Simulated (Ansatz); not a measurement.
**SnF2 (SMILES [F][Sn][F]): levels of theory compared**

Aim: a comparison of 6 runs (UHF/STO-3G, BHLYP/STO-3G, PBE/STO-3G, SVWN5/STO-3G, wB97M-V/STO-3G, UMP2/STO-3G) of SnF2. 

Program for the calculation: Ansatz 0.2.0.

54 further runs of the same task are left out: 21 that didn't finish, 33 set aside as unsound or not needed.

## Step 1: The system as given

SnF2: 3 atoms, total charge 0, spin state singlet. SMILES: `[F][Sn][F]`. The F3–Sn1 distance was set to 5.191 Å, away from the relaxed value. At this shape a bond of the SMILES string is far longer than usual.

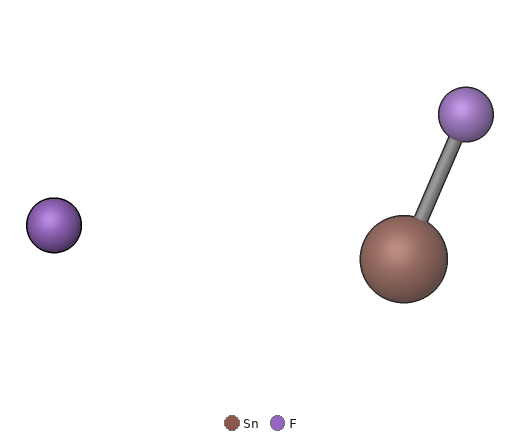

Viewed from a chosen angle; tin brown, fluorine purple.

## Step 2: The energy at UHF/STO-3G (run 1)

The input, in.yaml:

```yaml
crystal:
  periodic: [false, false, false]
  atoms:
    - symbol: Sn
      position_ang: [2.448630, -0.062085, -2.796002]
    - symbol: F
      position_ang: [4.061650, -0.075755, -1.487792]
    - symbol: F
      position_ang: [-1.623610, 0.028790, 0.422090]
basis:
  gaussian: {orbitals: STO-3G}
magnetization: {spin_polarized: true}
hamiltonian: {xc: hf}
accuracy: high
```

Run with:

```
$ ansatz run in.yaml --threads 1 --pin off --max-ram 2610MiB --events-out events.jsonl --progress --plain --runs-dir runs
```

The log of the run:

```text
Warning: RAYON_NUM_THREADS=1 ignored (pool sized by the plan → 1); use --threads N
Functional definition: HF
  name "HF"
  exchange = exact_x
  correlation = 0
625 factors; integrals over basis functions are off by at most 4.9e-9 eV
mean field evaluation 1: about -167587.5502 eV, gradient 1.4e1 eV
mean field evaluation 2: about -167587.6025 eV, gradient 1.4e1 eV
mean field evaluation 4: about -167580.2429 eV, gradient 4.0e1 eV
mean field evaluation 8: about -167588.7663 eV, gradient 1.7e1 eV
mean field evaluation 16: about -167601.4796 eV, gradient 2.9e-2 eV
mean field evaluation 32: about -167601.4798 eV, gradient 4.0e-2 eV
mean field evaluation 64: about -167601.4797 eV, gradient 6.6e-5 eV
mean field evaluation 96: about -167601.4803 eV, gradient 1.6e-3 eV
mean field evaluation 128: about -167601.4784 eV, gradient 5.4e-3 eV
mean field evaluation 160: about -167601.4806 eV, gradient 1.4e-3 eV
mean field evaluation 192: about -167601.4791 eV, gradient 6.2e-4 eV
mean field evaluation 224: about -167601.4797 eV, gradient 2.2e-4 eV
mean field evaluation 256: about -167601.4814 eV, gradient 1.7e-1 eV
mean field evaluation 288: about -167600.3951 eV, gradient 9.1e-1 eV
mean field evaluation 320: about -167600.3930 eV, gradient 9.1e-1 eV
mean field evaluation 352: about -167596.9272 eV, gradient 4.8e0 eV
mean field evaluation 384: about -167594.2544 eV, gradient 1.5e0 eV
mean field evaluation 416: about -167597.1917 eV, gradient 3.6e0 eV
mean field evaluation 448: about -167588.5016 eV, gradient 1.1e1 eV
mean field -167601.48104929 eV, -6159.2408241975 hartree, gradient 2.1e-8 eV, S^2 1.012598; 15 other end points of the search recorded, 0 dependent functions left out
reference -167601.48104929 eV, -6159.2408241975 hartree; 34, 34 occupied and 3, 3 virtual orbitals, 625 factors
Total energy: -167601.48104929 eV, -6159.2408241975 hartree
```

It took 9.6 s on 1 thread of Arm Neoverse V1, shared host; peak memory 0.17 GiB.

## Step 3: A single-point energy at BHLYP/STO-3G (run 2)

The input, run.yaml:

```yaml
basis:
  gaussian:
    orbitals: STO-3G
crystal:
  periodic: [false, false, false]
  atoms:
    - symbol: Sn
      position_ang: [2.448630, -0.062085, -2.796002]
    - symbol: F
      position_ang: [4.061650, -0.075755, -1.487792]
    - symbol: F
      position_ang: [-1.623610, 0.028790, 0.422090]
total_charge: 0
hamiltonian:
  xc: {name: BHLYP}
accuracy: high
```

Run with:

```
$ ansatz run run.yaml --threads 1 --pin off --max-ram 2610MiB --events-out events.jsonl --progress --plain --runs-dir runs
```

The log of the run:

```text
Warning: RAYON_NUM_THREADS=1 ignored (pool sized by the plan → 1); use --threads N
Functional definition: BHLYP
  name "BHLYP"
  parameter a = 0.5
  exchange = (1 - a)*b88_x + a*exact_x
  correlation = lyp_c
625 factors; integrals over basis functions are off by at most 4.9e-9 eV
mean field evaluation 1: about -167665.1418 eV, gradient 2.0e1 eV
mean field evaluation 2: about -167307.0536 eV, gradient 4.0e0 eV
mean field evaluation 4: about -167611.6112 eV, gradient 1.6e2 eV
mean field evaluation 8: about -167673.2621 eV, gradient 1.3e1 eV
mean field evaluation 16: about -167674.2626 eV, gradient 6.3e-4 eV
mean field evaluation 32: about -167673.9167 eV, gradient 7.1e0 eV
mean field evaluation 64: about -167674.2626 eV, gradient 1.5e-8 eV
mean field -167674.26255197 eV, -6161.9154950876 hartree, gradient 1.5e-8 eV, S^2 0.000000; 4 other end points of the search recorded, 0 dependent functions left out
reference -167674.26257015 eV, -6161.9154957557 hartree; 34, 34 occupied and 3, 3 virtual orbitals, 625 factors
Total energy: -167674.26257015 eV, -6161.9154957557 hartree
```

Run time: 5.4 s. Hardware: 1 thread of Arm Neoverse V1, shared host; peak memory 0.13 GiB.

Runs 3 to 5 aren't shown in full; the table further down has their settings and results.

## Step 4: A single-point energy at UMP2/STO-3G (run 6)

The input, run.yaml:

```yaml
crystal:
  periodic: [false, false, false]
  atoms:
    - {symbol: Sn, position_ang: [2.448630, -0.062085, -2.796002]}
    - {symbol: F, position_ang: [4.061650, -0.075755, -1.487792]}
    - {symbol: F, position_ang: [-1.623610, 0.028790, 0.422090]}
basis:
  gaussian:
    orbitals: STO-3G
correlation:
  method: mp2
  frozen_orbitals: {F: 1, Sn: 18}
magnetization:
  spin_polarized: true
accuracy: high
```

Run with:

```
$ ansatz run run.yaml --threads 1 --pin off --max-ram 2610MiB --events-out events.jsonl --progress --plain --runs-dir runs
```

The log of the run, shortened:

```text
Warning: RAYON_NUM_THREADS=1 ignored (pool sized by the plan → 1); use --threads N
[... 2 set-up lines as earlier in the session ...]
[...]
625 factors; integrals over basis functions are off by at most 4.9e-9 eV
[...]
mean field -167601.48104929 eV, -6159.2408241975 hartree, gradient 2.1e-8 eV, S^2 1.012598; 21 other end points of the search recorded, 0 dependent functions left out
20 core orbitals not correlated: weight in the atoms' cores, before any rotation towards them, 1.000 or more for the frozen orbitals, at most 0.000 for the correlated occupied ones
reference -167601.48104929 eV, -6159.2408241975 hartree; 14, 14 occupied and 3, 3 virtual orbitals, 625 factors
second order -1.13902419 eV of doubles, -0.00000000 eV of singles
Total energy: -167602.62007348 eV, -6159.2826825643 hartree
```

Wall time 13 s (1 thread of Arm Neoverse V1, shared host); peak memory 0.17 GiB.

## Step 5: The series

| run | level | frozen core orbitals | energy (Eh) | wall time |
| --- | --- | --- | --- | --- |
| 1 | UHF/STO-3G | – | -6159.240824 | 9.6 s |
| 2 | BHLYP/STO-3G | – | -6161.915496 | 5.4 s |
| 3 | PBE/STO-3G | – | -6161.079828 | 15 s |
| 4 | SVWN5/STO-3G | – | -6154.822130 | 9 s |
| 5 | wB97M-V/STO-3G | – | -6161.899213 | 58 s |
| 6 | UMP2/STO-3G | 20 | -6159.282683 | 13 s |

## Step 6: Summary of results

| quantity | value |
| --- | --- |
| run 6: total energy | -6159.28268 Eh |
| run 6: correlation energy (20 core orbitals frozen) | -41.9 mEh |
| run 6: ⟨S²⟩ of the reference determinant | 1.013 |

What this shows: Totals of different functionals can't be ranked against each other. In runs 1, 2, 3, 4, 5, 6 the basis is minimal, so the values are rough. In runs 2, 3, 4, 5 a closed-shell determinant meets a far-stretched bond, which it describes badly. In runs 1, 2, 3, 4, 5, 6 relativity is left out where basis or elements ask for it. Spin contamination of the reference: run 1 ⟨S²⟩ = 1.01, run 6 ⟨S²⟩ = 1.01. Where it is this large, the reference is a mixture of spin states, and values that rest on it are in doubt. All runs together took 1.8 min, the longest 58 s.
